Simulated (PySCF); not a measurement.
Input file:

```
{"job": {"kind": "epr"}, "charge": 0, "multiplicity": 2}
Si    -0.420156     0.073559    -0.128134
F      0.461023    -0.332747    -1.427155
Cl    -0.084594    -1.326853     1.344675
H      0.076048     1.404623     0.348810
```

Launched as:

```sh
OMP_NUM_THREADS=1 python cluster_run.py task.json out
```

Geometry: PBE0-D3(BJ)/def2-SVP.

Theory: PySCF 2.14.0, density-fitted response routines, UKS B3LYP, IGLO-III on Cl F Si, pcH-1 on H, non-relativistic, mean-field spin-orbit, GIAO.

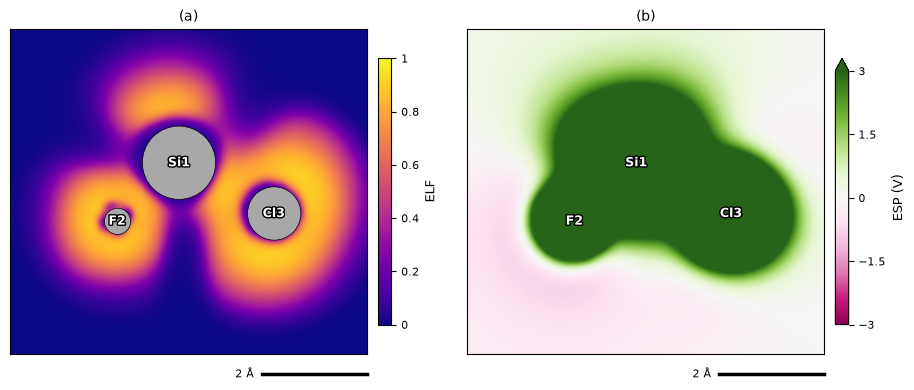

ClFHSi (SMILES F[SiH]Cl) (doublet). (a) ELF; (b) molecular electrostatic potential on the plane of atoms F2, Si1 and Cl3. Grey discs cover the atomic cores in the ELF map.

**Describe what can be read from this map.**

The plane passes through Si, F and Cl nuclei. Si–F (1.62 Å): the ELF peaks at about 0.85 in the valence shell of F, 0.5 Å from its nucleus, and is about 0.45 at the midpoint. Si–Cl (2.06 Å): the ELF peaks at about 0.85 between the atoms: a shared but strongly polarised pair. The ELF also peaks beside Cl3 and F2, away from the bonds: non-bonding electrons, paired or unpaired. Outside the dense part of the molecule the potential is most negative (−0.8 V) near F2.
